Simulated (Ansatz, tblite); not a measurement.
**The cluster Ge₁₃F₂₀: charged states by level of theory**

Aim: the energy of removing and adding an electron for the cluster Ge₁₃F₂₀, by energy differences, and how well orbital energies stand in for it.

Computed with Ansatz 0.2.0, Gaussian basis. Level: as each input shows.

Plan: charge +1 doublet, at the geometry of the singlet (PBE0-D4/def2-TZVP, PBE-D4/def2-TZVP, r2SCANh-D4/def2-TZVP); charge -1 doublet, at the geometry of the singlet (PBE0-D4/def2-TZVP, PBE-D4/def2-TZVP, r2SCANh-D4/def2-TZVP); the starting singlet's energies come from earlier runs.

1 further run of the same task is left out (set aside as unsound or not needed). Runs told in other sessions of the task aren't counted.

## 1. The structure

The geometry is that of the singlet, from an earlier relaxation (PBE-D4/def2-SVP).

33 atoms, charge 0, spin multiplicity 1.

Atoms are counted from 1 here; the program's logs count them from 0.

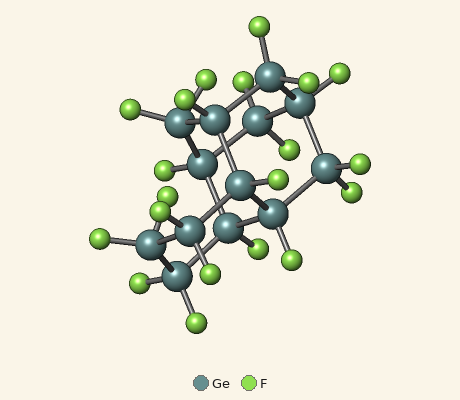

The structure; germanium teal, fluorine green.

## 2. Charge +1 doublet at the fixed geometry, PBE0-D4/def2-TZVP

File in.yaml:

```yaml
crystal:
  periodic: [false, false, false]
  atoms:
    - {symbol: Ge, position_ang: [0.525736, -3.590241, 0.317584]}
    - {symbol: Ge, position_ang: [-2.373419, 2.373008, -1.937372]}
    - {symbol: Ge, position_ang: [0.855164, -0.856475, -2.179242]}
    - {symbol: Ge, position_ang: [-2.296698, -0.666476, 0.410640]}
    - {symbol: Ge, position_ang: [0.802285, -0.802382, 3.029018]}
    - {symbol: Ge, position_ang: [0.666973, 2.297837, 0.409996]}
    - {symbol: Ge, position_ang: [3.587823, -0.522183, 0.318501]}
    - {symbol: Ge, position_ang: [-3.918807, 0.783270, -0.786364]}
    - {symbol: Ge, position_ang: [-0.956207, -2.129241, -1.056637]}
    - {symbol: Ge, position_ang: [2.221902, -2.220981, 1.531830]}
    - {symbol: Ge, position_ang: [-0.783707, 3.919768, -0.787486]}
    - {symbol: Ge, position_ang: [2.127065, 0.956916, -1.058533]}
    - {symbol: Ge, position_ang: [-0.712121, 0.713371, 1.737008]}
    - {symbol: F, position_ang: [1.151343, -4.984116, -0.526931]}
    - {symbol: F, position_ang: [-0.451995, -4.232416, 1.630716]}
    - {symbol: F, position_ang: [-2.598901, 2.597215, -3.655083]}
    - {symbol: F, position_ang: [-1.061137, 1.061549, -1.864473]}
    - {symbol: F, position_ang: [2.110248, -2.109421, -1.752893]}
    - {symbol: F, position_ang: [0.816743, -0.819728, -3.924976]}
    - {symbol: F, position_ang: [-3.169196, -1.654065, 1.584748]}
    - {symbol: F, position_ang: [-0.213466, -1.766512, 4.079436]}
    - {symbol: F, position_ang: [1.761631, 0.206954, 4.089367]}
    - {symbol: F, position_ang: [1.655636, 3.170076, 1.583341]}
    - {symbol: F, position_ang: [4.986717, -1.143509, -0.521054]}
    - {symbol: F, position_ang: [4.221950, 0.457153, 1.634574]}
    - {symbol: F, position_ang: [-4.933362, -0.049836, -1.939659]}
    - {symbol: F, position_ang: [-5.006952, 1.617960, 0.296963]}
    - {symbol: F, position_ang: [-1.956080, -2.979581, -2.228986]}
    - {symbol: F, position_ang: [3.245110, -3.243372, 2.535089]}
    - {symbol: F, position_ang: [0.049495, 4.935079, -1.940027]}
    - {symbol: F, position_ang: [-1.618755, 5.007866, 0.295854]}
    - {symbol: F, position_ang: [2.977512, 1.955658, -2.231811]}
    - {symbol: F, position_ang: [-1.714529, 1.714858, 2.795561]}
basis:
  gaussian: {orbitals: def2-TZVP, fitting: {mean_field: def2-universal-jkfit}}
total_charge: 1
magnetization: {spin_polarized: true, initial_magnetization: 1}
hamiltonian: {xc: pbe0, dispersion: d4}
scf: {omitted_lower_state_checks: [starts]}
output: {orbitals: {seedname: orbitals}}
```

The run is started by

```bash
$ ansatz run in.yaml --threads 11 --pin off --events-out ev --progress --plain --max-ram 174080MiB --backend cuda --devices 0, --max-vram 75GiB
```

The program printed:

```text
Functional definition: PBE0
  name "PBE0"
  cite "Adamo & Barone, J. Chem. Phys. 110, 6158 (1999) doi:10.1063/1.478522"
  cite "Perdew, Burke & Ernzerhof, Phys. Rev. Lett. 77, 3865 (1996) doi:10.1103/PhysRevLett.77.3865"
  parent pbe
  parameter a = 0.25
  parameter kappa = 0.804
  parameter beta = 0.06672455060314922
  exchange = (1 - a)*pbe_x(kappa = kappa, mu = beta*pi^2/3) + a*exact_x
  correlation = pbe_c(beta = beta)
these checks for a lower state are left out or cut short: starts
4998 factors; integrals over basis functions are off by at most 1.6e0 eV
mean field evaluation 1: about -788925.0536 eV, gradient 1.3e2 eV
mean field evaluation 2: about -788537.2167 eV, gradient 3.7e2 eV
mean field evaluation 4: about -788969.5005 eV, gradient 2.9e1 eV
mean field evaluation 8: about -788972.3975 eV, gradient 4.1e-1 eV
mean field evaluation 16: about -788972.3813 eV, gradient 3.3e-2 eV
mean field evaluation 32: about -788972.3814 eV, gradient 1.5e-5 eV
mean field -788972.38137573 eV, -28994.2002308705 hartree, gradient 9.3e-6 eV, S^2 0.756286; 0 other end points of the search recorded, 0 dependent functions left out
reference -788972.38142359 eV, -28994.2002326293 hartree; 298, 297 occupied and 946, 947 virtual orbitals, 4998 factors
Total energy: -788974.52682318 eV, -28994.2790746101 hartree
Checks for a lower state left out: starts
```

Wall time 35 s (1 × H100 with 11 threads of AMD EPYC 7R13, shared host); peak host memory 2.2 GiB.

HOMO -12.07 eV, LUMO -11.05 eV (over both spins); ⟨S²⟩ 0.756 (pure: 0.75).

## 3. Charge +1 doublet at the fixed geometry, PBE-D4/def2-TZVP

start.molden holds the orbitals of an earlier run on this state, given as this run's starting guess.

in.yaml: that of step 2 with these lines changed.

```diff
@@ -37,6 +37,6 @@
 basis:
-  gaussian: {orbitals: def2-TZVP, fitting: {mean_field: def2-universal-jkfit}}
+  gaussian: {orbitals: def2-TZVP, fitting: {mean_field: def2-universal-jkfit}, initial_orbitals: start.molden}
 total_charge: 1
 magnetization: {spin_polarized: true, initial_magnetization: 1}
-hamiltonian: {xc: pbe0, dispersion: d4}
+hamiltonian: {xc: pbe, dispersion: d4}
 scf: {omitted_lower_state_checks: [starts]}
```

Launched as before.

The program printed:

```text
Functional definition: PBE
  name "PBE"
  cite "Perdew, Burke & Ernzerhof, Phys. Rev. Lett. 77, 3865 (1996) doi:10.1103/PhysRevLett.77.3865"
  parent pbe
  parameter kappa = 0.804
  parameter beta = 0.06672455060314922
  exchange = pbe_x(kappa = kappa, mu = beta*pi^2/3)
  correlation = pbe_c(beta = beta)
these checks for a lower state are left out or cut short: starts
4998 factors; integrals over basis functions are off by at most 1.6e0 eV
mean field evaluation 1: about -788955.1727 eV, gradient 2.7e1 eV
mean field evaluation 2: about -788956.6232 eV, gradient 1.6e0 eV
mean field evaluation 4: about -788956.6515 eV, gradient 2.5e-1 eV
mean field evaluation 8: about -788956.6521 eV, gradient 3.0e-5 eV
mean field evaluation 16: about -788956.6521 eV, gradient 2.4e-6 eV
mean field -788956.65207525 eV, -28993.6221897396 hartree, gradient 2.4e-6 eV, S^2 0.751329; 0 other end points of the search recorded, 0 dependent functions left out
reference -788956.65213822 eV, -28993.6221920534 hartree; 298, 297 occupied and 946, 947 virtual orbitals, 4998 factors
Total energy: -788959.01332610 eV, -28993.7089641078 hartree
Checks for a lower state left out: starts
```

Run time: 15 s. Hardware: 1 × H100 with 11 threads of AMD EPYC 7R13, shared host; peak host memory 2.1 GiB.

From the report: HOMO -10.83 eV, LUMO -10.82 eV (over both spins); ⟨S²⟩ 0.751 (pure: 0.75).

## 4. Charge +1 doublet at the fixed geometry, r2SCANh-D4/def2-TZVP

in.yaml: that of step 3 with these lines changed.

```diff
@@ -40,3 +40,3 @@
 magnetization: {spin_polarized: true, initial_magnetization: 1}
-hamiltonian: {xc: pbe, dispersion: d4}
+hamiltonian: {xc: {name: r2SCANh}, dispersion: d4}
 scf: {omitted_lower_state_checks: [starts]}
```

Same command.

The program printed (excerpt; [...] marks lines left out):

```text
Functional definition: r2SCANh
  name "r2SCANh"
  cite "Bursch, Neugebauer, Ehlert & Grimme, J. Chem. Phys. 156, 134105 (2022) doi:10.1063/5.0086040"
  cite "Furness, Kaplan, Ning, Perdew & Sun, J. Phys. Chem. Lett. 11, 8208 (2020) doi:10.1021/acs.jpclett.0c02405"
  cite "Furness, Kaplan, Ning, Perdew & Sun, J. Phys. Chem. Lett. 11, 9248 (2020) doi:10.1021/acs.jpclett.0c03077"
  parent r2scan
[...]
4998 factors; integrals over basis functions are off by at most 1.6e0 eV
[...]
mean field -789086.32530623 eV, -28998.3875930825 hartree, gradient 6.2e-6 eV, S^2 0.755634; 0 other end points of the search recorded, 0 dependent functions left out
reference -789086.32532389 eV, -28998.3875937315 hartree; 298, 297 occupied and 946, 947 virtual orbitals, 4998 factors
Total energy: -789087.06625553 eV, -28998.4148224668 hartree
Checks for a lower state left out: starts
```

Run time: 37 s. Hardware: 1 × H100 with 11 threads of AMD EPYC 7R13, shared host; peak host memory 2.5 GiB.

From the report: HOMO -11.65 eV, LUMO -11.19 eV (over both spins); ⟨S²⟩ 0.756 (pure: 0.75).

## 5. Vertical ionisation energy

Charged state less starting state, singlet to doublet; the starting state's energies are those of its earlier runs.

| level | vertical ionisation energy (eV) | time |
| --- | --- | --- |
| PBE-D4/def2-TZVP | +9.20 | 23 s |
| r2SCANh-D4/def2-TZVP | +9.76 | 49 s |
| PBE0-D4/def2-TZVP | +9.91 | 52 s |

Times add the two runs; a level without a time comes out of a correlated run.

Beside −ε(HOMO) of the starting state:

| level | −ε(HOMO) (eV) | by difference (eV) | mismatch (eV) |
| --- | --- | --- | --- |
| PBE-D4/def2-TZVP | 7.50 | 9.20 | -1.70 |
| r2SCANh-D4/def2-TZVP | 8.30 | 9.76 | -1.47 |
| PBE0-D4/def2-TZVP | 8.71 | 9.91 | -1.20 |

## 6. Charge -1 doublet at the fixed geometry, PBE0-D4/def2-TZVP

in.yaml: that of step 4 with these lines changed.

```diff
@@ -37,6 +37,6 @@
 basis:
-  gaussian: {orbitals: def2-TZVP, fitting: {mean_field: def2-universal-jkfit}, initial_orbitals: start.molden}
-total_charge: 1
+  gaussian: {orbitals: def2-TZVP, fitting: {mean_field: def2-universal-jkfit}}
+total_charge: -1
 magnetization: {spin_polarized: true, initial_magnetization: 1}
-hamiltonian: {xc: {name: r2SCANh}, dispersion: d4}
+hamiltonian: {xc: pbe0, dispersion: d4}
 scf: {omitted_lower_state_checks: [starts]}
```

Launched as before.

The program printed (excerpt; [...] marks lines left out):

```text
Functional definition: PBE0
  name "PBE0"
  cite "Adamo & Barone, J. Chem. Phys. 110, 6158 (1999) doi:10.1063/1.478522"
  cite "Perdew, Burke & Ernzerhof, Phys. Rev. Lett. 77, 3865 (1996) doi:10.1103/PhysRevLett.77.3865"
  parent pbe
[...]
4998 factors; integrals over basis functions are off by at most 1.6e0 eV
[...]
mean field -788986.22269036 eV, -28994.7088898012 hartree, gradient 2.1e-5 eV, S^2 0.752186; 0 other end points of the search recorded, 0 dependent functions left out
reference -788986.22273711 eV, -28994.7088915193 hartree; 299, 298 occupied and 945, 946 virtual orbitals, 4998 factors
Total energy: -788988.41255668 eV, -28994.7893659042 hartree
Checks for a lower state left out: starts
```

It took 23 s on 1 × H100 with 11 threads of AMD EPYC 7R13, shared host; peak host memory 2.2 GiB.

HOMO -2.86 eV, LUMO -1.45 eV (over both spins); ⟨S²⟩ 0.752 (pure: 0.75).

## 7. Charge -1 doublet at the fixed geometry, PBE-D4/def2-TZVP

in.yaml: that of step 6 with these lines changed.

```diff
@@ -37,6 +37,6 @@
 basis:
-  gaussian: {orbitals: def2-TZVP, fitting: {mean_field: def2-universal-jkfit}}
+  gaussian: {orbitals: def2-TZVP, fitting: {mean_field: def2-universal-jkfit}, initial_orbitals: start.molden}
 total_charge: -1
 magnetization: {spin_polarized: true, initial_magnetization: 1}
-hamiltonian: {xc: pbe0, dispersion: d4}
+hamiltonian: {xc: pbe, dispersion: d4}
 scf: {omitted_lower_state_checks: [starts]}
```

Launched as before.

The program printed:

```text
Functional definition: PBE
  name "PBE"
  cite "Perdew, Burke & Ernzerhof, Phys. Rev. Lett. 77, 3865 (1996) doi:10.1103/PhysRevLett.77.3865"
  parent pbe
  parameter kappa = 0.804
  parameter beta = 0.06672455060314922
  exchange = pbe_x(kappa = kappa, mu = beta*pi^2/3)
  correlation = pbe_c(beta = beta)
these checks for a lower state are left out or cut short: starts
4998 factors; integrals over basis functions are off by at most 1.6e0 eV
mean field evaluation 1: about -788968.3123 eV, gradient 2.6e1 eV
mean field evaluation 2: about -788969.7286 eV, gradient 1.5e0 eV
mean field evaluation 4: about -788969.7488 eV, gradient 2.3e-1 eV
mean field evaluation 8: about -788969.7492 eV, gradient 2.9e-5 eV
mean field -788969.74921539 eV, -28994.1035007622 hartree, gradient 2.9e-5 eV, S^2 0.751295; 0 other end points of the search recorded, 0 dependent functions left out
reference -788969.74927823 eV, -28994.1035030715 hartree; 299, 298 occupied and 945, 946 virtual orbitals, 4998 factors
Total energy: -788972.15922453 eV, -28994.1920669645 hartree
Checks for a lower state left out: starts
```

It took 14 s on 1 × H100 with 11 threads of AMD EPYC 7R13, shared host.

From the report: HOMO -2.32 eV, LUMO -2.00 eV (over both spins); ⟨S²⟩ 0.751 (pure: 0.75).

## 8. Charge -1 doublet at the fixed geometry, r2SCANh-D4/def2-TZVP

in.yaml: that of step 7 with these lines changed.

```diff
@@ -40,3 +40,3 @@
 magnetization: {spin_polarized: true, initial_magnetization: 1}
-hamiltonian: {xc: pbe, dispersion: d4}
+hamiltonian: {xc: {name: r2SCANh}, dispersion: d4}
 scf: {omitted_lower_state_checks: [starts]}
```

Launched as before.

The program printed (excerpt; [...] marks lines left out):

```text
Functional definition: r2SCANh
  name "r2SCANh"
  cite "Bursch, Neugebauer, Ehlert & Grimme, J. Chem. Phys. 156, 134105 (2022) doi:10.1063/5.0086040"
  cite "Furness, Kaplan, Ning, Perdew & Sun, J. Phys. Chem. Lett. 11, 8208 (2020) doi:10.1021/acs.jpclett.0c02405"
  cite "Furness, Kaplan, Ning, Perdew & Sun, J. Phys. Chem. Lett. 11, 9248 (2020) doi:10.1021/acs.jpclett.0c03077"
  parent r2scan
[...]
4998 factors; integrals over basis functions are off by at most 1.6e0 eV
[...]
mean field -789100.05960466 eV, -28998.8923192401 hartree, gradient 1.1e-5 eV, S^2 0.752568; 0 other end points of the search recorded, 0 dependent functions left out
reference -789100.05962285 eV, -28998.8923199085 hartree; 299, 298 occupied and 945, 946 virtual orbitals, 4998 factors
Total energy: -789100.81845912 eV, -28998.9202066273 hartree
Checks for a lower state left out: starts
```

It took 28 s on 1 × H100 with 11 threads of AMD EPYC 7R13, shared host; peak host memory 2.1 GiB.

HOMO -2.62 eV, LUMO -1.78 eV (over both spins); ⟨S²⟩ 0.753 (pure: 0.75).

## 9. Vertical electron affinity

Starting state less charged state (positive: the electron is bound), singlet to doublet; the starting state's energies are those of its earlier runs.

| level | vertical electron affinity (eV) | time |
| --- | --- | --- |
| PBE-D4/def2-TZVP | +3.94 | 22 s |
| r2SCANh-D4/def2-TZVP | +3.99 | 39 s |
| PBE0-D4/def2-TZVP | +3.98 | 40 s |

Times add the two runs; a level without a time comes out of a correlated run.

Beside −ε(LUMO) of the starting state:

| level | −ε(LUMO) (eV) | by difference (eV) | mismatch (eV) |
| --- | --- | --- | --- |
| PBE-D4/def2-TZVP | 5.50 | 3.94 | +1.55 |
| r2SCANh-D4/def2-TZVP | 5.36 | 3.99 | +1.37 |
| PBE0-D4/def2-TZVP | 5.01 | 3.98 | +1.03 |

## 10. Summary of results

| quantity | value |
| --- | --- |
| vertical ionisation energy, functionals in def2-TZVP | 9.20 (PBE-D4) to 9.91 eV (PBE0-D4) |
| vertical electron affinity, functionals in def2-TZVP | 3.94 (PBE-D4) to 3.99 eV (r2SCANh-D4) |

In words: The vertical ionisation energy spans 9.20 to 9.91 eV over the functionals. −ε(HOMO) misses the level's own difference by -1.20 eV at best (PBE0-D4) and -1.70 eV at worst (PBE-D4). The vertical electron affinity spans 3.94 to 3.99 eV over the functionals. −ε(LUMO) misses the level's own difference by +1.03 eV at best (PBE0-D4) and +1.55 eV at worst (PBE-D4).
